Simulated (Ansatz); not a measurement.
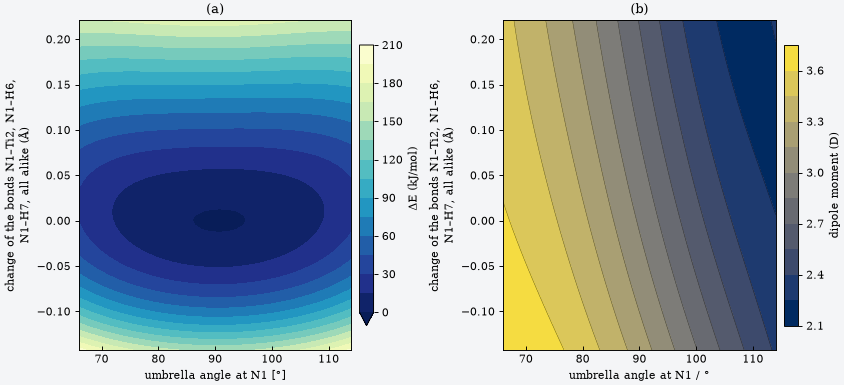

ClFH₃NOTi, SMILES [NH2][Ti]([OH])([F])[Cl]. The first coordinate is: umbrella angle at N1 (between each of its bonds and their common axis; 90 is planar); the second: change of the bonds N1–Ti2, N1–H6, N1–H7, all alike. Nothing is relaxed (all other coordinates rigid). The scan uses a 15 × 15 grid. Points are written as (first, second). Energies are in kJ/mol, from the lowest grid point. All numbers below come from Ansatz 0.2.0, RKS SPW92 (LDA)/def2-SVP.

Panel (a) is the energy and panel (b) the computed dipole moment on the same grid.

The picture shows filled contours. Between grid points the surface is interpolated.

Q: How does the dipole moment vary over the map, and what is it at the lowest grid point?

A: Leaving out the highest fifth of the energies, it runs from 2.22 D at (110.6°, 0.169 Å) to 3.67 D at (69.4°, −0.117 Å). At the lowest grid point, (90.0°, 0.013 Å), it is 2.96 D.
